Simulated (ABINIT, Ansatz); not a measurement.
# Quasiparticle gap of Be3N2 (R3m) in ABINIT

How does a plane-wave GW calculation on Be3N2 (R3m) run from the first input to the gap?

Main program and level: ABINIT 10.8.3; LDA and many-body steps on it, plane waves.

## (1) Starting point

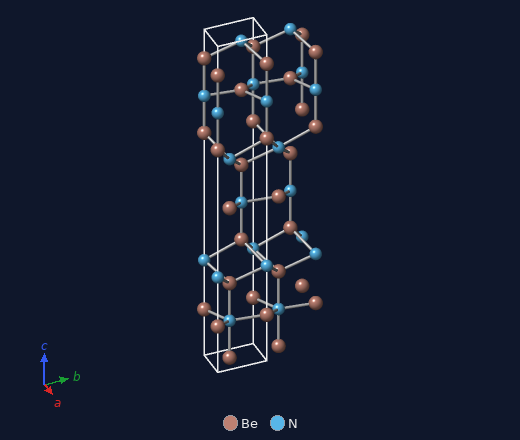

Start, viewed slightly off an axis; beryllium pink, nitrogen blue. 1×2×1 cells are drawn. This picture shows the conventional cell, with its axes. Bonds to atoms that aren't drawn are left out. Some periodic images of atoms are drawn too.

Coordinates:

```cif
data_structure
_symmetry_space_group_name_H-M 'R3m:H'
_symmetry_Int_Tables_number 160
_cell_length_a 2.8396
_cell_length_b 2.8396
_cell_length_c 14.5986
_cell_angle_alpha 90.000
_cell_angle_beta 90.000
_cell_angle_gamma 120.000
_cell_volume 101.94
loop_
_atom_site_label
_atom_site_type_symbol
_atom_site_symmetry_multiplicity
_atom_site_Wyckoff_symbol
_atom_site_fract_x
_atom_site_fract_y
_atom_site_fract_z
_atom_site_occupancy
Be1 Be 3 a 0.00000 0.00000 0.14100 1
Be2 Be 3 a 0.66667 0.33333 0.01564 1
Be3 Be 3 a 0.66667 0.33333 0.24453 1
N1 N 3 a 0.66667 0.33333 0.12917 1
N2 N 3 a 0.00000 0.00000 0.29157 1
```

The cell and positions are those that the Materials Project relaxed with its own functionals (PBE, PBE+U or r2SCAN), kept fixed.

## (2) Ground state

This step: ABINIT 10.8.3; DFT, LDA, plane waves, norm-conserving pseudopotentials.

The ground-state density comes first.

Contents of run.abi:

```
acell 3*1.0 Angstrom
rprim 
  1.419805055509 0.819724830995 4.866215662800
  -1.419805055509 0.819724830995 4.866215662800
  -0.000000000000 -1.639449661990 4.866215662800
ntypat 2
znucl 4 7
natom 5
typat 1 1 1 2 2
xred 
  0.859001080000 0.859001080000 0.859001080000
  0.317694560000 0.317694560000 0.317694560000
  0.088806770000 0.088806770000 0.088806770000
  0.204162680000 0.204162680000 0.204162680000
  0.708434910000 0.708434910000 0.708434910000
pp_dirpath "pseudos"
pseudos "Be.upf, N.upf"
ecut 38
ngkpt 8 8 8
nshiftk 1
shiftk 0 0 0
kptopt 1
chksymbreak 0
nband 17
occopt 1
tolvrs 1e-10
nstep 60
prtwf 0
optforces 0
optstress 0
indata_prefix "in"
outdata_prefix "out"
tmpdata_prefix "tmp"
```

The run is started by

```sh
> OMP_NUM_THREADS=1 mpirun -n 4 abinit run.abi > log
```

Numbers of over 12 decimals in the logs are rounded to 6 here.

The log of the run:

```text
.Version 10.8.3 of ABINIT. v10.8.2 released Aug 2026.

 Symmetries : space group R3 m (#160); Bravais hR (rhombohedral)
================================================================================
 Values of the parameters that define the memory need of the present run
     intxc =       0    ionmov =       0      iscf =       7    lmnmax =       4
     lnmax =       4     mgfft =      54  mpssoang =       2    mqgrid =    3001
     natom =       5  nloc_mem =       1    nspden =       1   nspinor =       1
    nsppol =       1      nsym =       6    n1xccc =    2501    ntypat =       2
    occopt =       1   xclevel =       1
-    mband =          17        mffmem =           1         mkmem =          17
       mpw =        2596          nfft =      157464          nkpt =          65
================================================================================
  Rough estimation (10% accuracy) of disk space for files :
================================================================================

--------------------------------------------------------------------------------
------------- Echo of variables that govern the present computation ------------
--------------------------------------------------------------------------------
 -outvars: echo values of preprocessed input variables --------
            acell      1.8897261259E+00  1.8897261259E+00  1.8897261259E+00 Bohr

      chksymbreak           0
             ecut      3.80000000E+01 Hartree
-          fftalg         312

              ixc       -1012
              kpt      0.00000000E+00  0.00000000E+00  0.00000000E+00
                       1.25000000E-01  0.00000000E+00  0.00000000E+00
                       2.50000000E-01  0.00000000E+00  0.00000000E+00
                       3.75000000E-01  0.00000000E+00  0.00000000E+00
                       5.00000000E-01  0.00000000E+00  0.00000000E+00
                       1.25000000E-01  1.25000000E-01  0.00000000E+00
                       2.50000000E-01  1.25000000E-01  0.00000000E+00
                       3.75000000E-01  1.25000000E-01  0.00000000E+00
                       5.00000000E-01  1.25000000E-01  0.00000000E+00
   [... 39 further rows ...]
                       5.00000000E-01  2.50000000E-01  2.50000000E-01
                      -3.75000000E-01  2.50000000E-01  2.50000000E-01
                       outvar_i_n : Printing only first  50 k-points.
         kptrlatt        8    0    0      0    8    0      0    0    8
          kptrlen      4.29286833E+01
P           mkmem          17
            natom           5
            nband          17
            ngfft          54      54      54
             nkpt          65
            nstep          60
             nsym           6
           ntypat           2
              occ      2.000000  2.000000  2.000000  2.000000  2.000000  2.000000
                       2.000000  2.000000  2.000000  2.000000  2.000000  0.000000
                       0.000000  0.000000  0.000000  0.000000  0.000000
        optforces           0
        optstress           0
            prtwf           0
            rprim      1.4198050555E+00  8.1972483100E-01  4.8662156628E+00
[...]
spgroup         160

           tolvrs      1.00000000E-10

             xred      8.5900108000E-01  8.5900108000E-01  8.5900108000E-01
[...]
znucl        4.00000    7.00000

================================================================================

 chkinp: Checking input parameters for consistency.

================================================================================
== DATASET  1 ==================================================================
-   mpi_nproc: 4, omp_nthreads: 1 (-1 if OMP is not activated)

--- !DatasetInfo
iteration_state: {dtset: 1, }
dimensions: {natom: 5, nkpt: 65, mband: 17, nsppol: 1, nspinor: 1, nspden: 1, mpw: 2596, }
cutoff_energies: {ecut:  38.0, pawecutdg:  -1.0, }
electrons: {nelect:   2.20000000E+01, charge:   0.00000000E+00, occopt:   1.00000000E+00, tsmear:   1.00000000E-02, }

 Real(R)+Recip(G) space primitive vectors, cartesian coordinates (Bohr,Bohr^-1):
 R(1)=  2.6830427  1.5490554  9.1958149  G(1)=  0.1863556  0.1075924  0.0362484
 R(2)= -2.6830427  1.5490554  9.1958149  G(2)= -0.1863556  0.1075924  0.0362484
 R(3)=  0.0000000 -3.0981109  9.1958149  G(3)=  0.0000000 -0.2151849  0.0362484
 Unit cell volume ucvol=  2.2931687E+02 bohr^3
 Angles (23,13,12)=  3.21025619E+01  3.21025619E+01  3.21025619E+01 degrees

 getcut: wavevector=  0.0000  0.0000  0.0000  ngfft=  54  54  54
         ecut(hartree)=     38.000   => boxcut(ratio)=   2.00551

--- Pseudopotential description ------------------------------------------------
- Be Generated using ONCVPSP code by D. R. Hamann
-  4.00000   4.00000  180309                  znucl, zion, pspdat
12 -1012 1 -1 1358                            pspcod,pspxc,lmax,lloc,mmax
     nproj     2     2
  pspatm : epsatm=    2.74190561
         --- l  ekb(1:nproj) -->
[...]
pspatm: atomic psp has been read  and splines computed

- N Generated using ONCVPSP code by D. R. Hamann
-  7.00000   5.00000  180309                  znucl, zion, pspdat
12 -1012 1 -1 1058                            pspcod,pspxc,lmax,lloc,mmax
     nproj     2     2
  pspatm : epsatm=    5.30777321
         --- l  ekb(1:nproj) -->
[...]
pspatm: atomic psp has been read  and splines computed

   4.14507792E+02                                ecore*ucvol(ha*bohr**3)
--------------------------------------------------------------------------------

_setup2: Arith. and geom. avg. npw (full set) are    2566.232    2566.209

================================================================================

--- !BeginCycle
iteration_state: {dtset: 1, }
solver: {iscf: 7, nstep: 60, nline: 4, wfoptalg: 0, }
tolerances: {tolvrs: 1.00E-10, }

     iter   Etot(hartree)      deltaE(h)  residm     vres2
 ETOT  1  -62.195170945052    -6.220E+01 1.351E-01 2.015E+03
 ETOT  2  -62.294036305139    -9.887E-02 4.524E-02 1.274E+03
 ETOT  3  -62.433235776998    -1.392E-01 1.184E-02 1.057E+01
 ETOT  4  -62.433920094443    -6.843E-04 2.724E-03 1.832E+00
 ETOT  5  -62.433982515680    -6.242E-05 1.833E-03 7.340E-02
 ETOT  6  -62.433988803816    -6.288E-06 1.445E-03 2.371E-02
 ETOT  7  -62.433989372925    -5.691E-07 2.548E-04 2.202E-04
 ETOT  8  -62.433989380447    -7.523E-09 5.422E-04 2.317E-06
 ETOT  9  -62.433989380532    -8.470E-11 7.266E-05 2.390E-08
 ETOT 10  -62.433989380533    -7.532E-13 1.734E-04 3.201E-10
 ETOT 11  -62.433989380533    -2.132E-14 2.224E-05 7.054E-12

 At SCF step   11       vres2   =  7.05E-12 < tolvrs=  1.00E-10 =>converged.

--- !ResultsGS
iteration_state: {dtset: 1, }
comment   : Summary of ground state results
lattice_vectors:
- [  2.6830427,   1.5490554,   9.1958149, ]
- [ -2.6830427,   1.5490554,   9.1958149, ]
- [ -0.0000000,  -3.0981109,   9.1958149, ]
lattice_lengths: [   9.70367,    9.70367,    9.70367, ]
lattice_angles: [ 32.103,  32.103,  32.103, ] # degrees, (23, 13, 12)
lattice_volume:   2.2931687E+02
convergence: {deltae: -2.132E-14, res2:  7.054E-12, residm:  2.224E-05, diffor:  0.000E+00, }
etotal    :  -6.24339894E+01
entropy   :   0.00000000E+00
fermie    :   2.18036431E-01
cartesian_stress_tensor: null
pressure_GPa: null
xred      :
- [  8.5900E-01,   8.5900E-01,   8.5900E-01, Be]
- [  3.1769E-01,   3.1769E-01,   3.1769E-01, Be]
- [  8.8807E-02,   8.8807E-02,   8.8807E-02, Be]
- [  2.0416E-01,   2.0416E-01,   2.0416E-01,  N]
- [  7.0843E-01,   7.0843E-01,   7.0843E-01,  N]
cartesian_forces: null
force_length_stats: {min: null, max: null, mean: null, }

 Integrated electronic density in atomic spheres:
 ------------------------------------------------
 Atom  Sphere_radius  Integrated_density
[...]
================================================================================

 ----iterations are completed or convergence reached----

 Mean square residual over all n,k,spin=   60.366E-09; max=  22.238E-06
 reduced coordinates (array xred) for    5 atoms
       0.859001080000      0.859001080000      0.859001080000
       0.317694560000      0.317694560000      0.317694560000
       0.088806770000      0.088806770000      0.088806770000
       0.204162680000      0.204162680000      0.204162680000
       0.708434910000      0.708434910000      0.708434910000
 rms dE/dt=  0.0000E+00; max dE/dt=  0.0000E+00; dE/dt below (all hartree)
    1       0.000000000000      0.000000000000      0.000000000000
    2       0.000000000000      0.000000000000      0.000000000000
    3       0.000000000000      0.000000000000      0.000000000000
    4       0.000000000000      0.000000000000      0.000000000000
    5       0.000000000000      0.000000000000      0.000000000000

 cartesian coordinates (angstrom) at end:
    1      0.000000    -0.000000    12.540254
    2      0.000000    -0.000000     4.637911
    3     -0.000000     0.000000     1.296459
    4     -0.000000     0.000000     2.980499
    5      0.000000     0.000000    10.342191
 length scales=  1.889726125908  1.889726125908  1.889726125908 bohr
              =  1.000000000000  1.000000000000  1.000000000000 angstroms
 prteigrs : about to open file out_EIG
 Fermi (or HOMO) energy (hartree) =   0.21804   Average Vxc (hartree)=  -0.44517
 Eigenvalues (hartree) for nkpt=  65  k points:
 kpt#   1, nband= 17, wtk=  0.00195, kpt=  0.0000  0.0000  0.0000 (reduced coord)
  -3.34903   -3.34347   -3.29904   -0.37822   -0.29671   -0.06072    0.17390    0.17390
   0.20138    0.21804    0.21804    0.44352    0.50542    0.51990    0.51990    0.61112
   0.64400
 prteigrs : prtvol=0 or 1, do not print more k-points.

--- !EnergyTerms
iteration_state     : {dtset: 1, }
comment             : Components of total free energy in Hartree
kinetic             :  4.05670707121431E+01
hartree             :  1.01646024838959E+01
xc                  : -1.32469206557528E+01
Ewald energy        : -3.69375603529763E+01
psp_core            :  1.80757649260508E+00
local_psp           : -3.75791148171095E+01
non_local_psp       : -2.72096432433385E+01
total_energy        : -6.24339893805329E+01
total_energy_eV     : -1.69891539991116E+03
band_energy         : -2.00982952726327E+01

== END DATASET(S) ==============================================================
================================================================================

 -outvars: echo values of variables after computation  --------
           etotal     -6.2433989381E+01
            nband          17
             nkpt          65
          spgroup         160
 [... the other variables as echoed above ...]

 Calculation completed.
```

Wall time 97 s (4 MPI ranks of Arm Neoverse N1, shared host); peak memory 0.42 GiB; 6.5 min of CPU time.

This step gave:

- total energy: -1698.9154 eV
- gap: 2.731 eV
- k of the valence top: 0, 0, 0
- k of the conduction bottom: 0.5, 0.5, 0
- least direct gap: 3.792 eV

The gap is indirect, with the least direct gap 1.06 eV higher.

(Continued in part 2 of 3.)

[Paths, hosts, dates, memory and timing lines, banners, echoed tables and standing remarks are left out of the program output.]

[Logs are printed without paths, hosts, clocks, repeated set-up lines and the standing remarks that a program may print on its own settings, such as how far it seeks lower states.]

[Runs of the session that timed out or met a known fault of the program may be left out.]

[Hosts, paths, dates, database ids (printed as entryN), source tags and the programs' standing remarks are cut or masked in the printed files.]

[G0W0 gaps are taken among the corrected bands and points alone; a level outside them can change the order at an edge.]

[Where Ansatz stands beside ABINIT at settings called matched, ABINIT's density can come from a denser mesh and the files from another edition; pairs whose starting gaps differed by over 0.03 eV were left out, so agreement reads better than it is.]
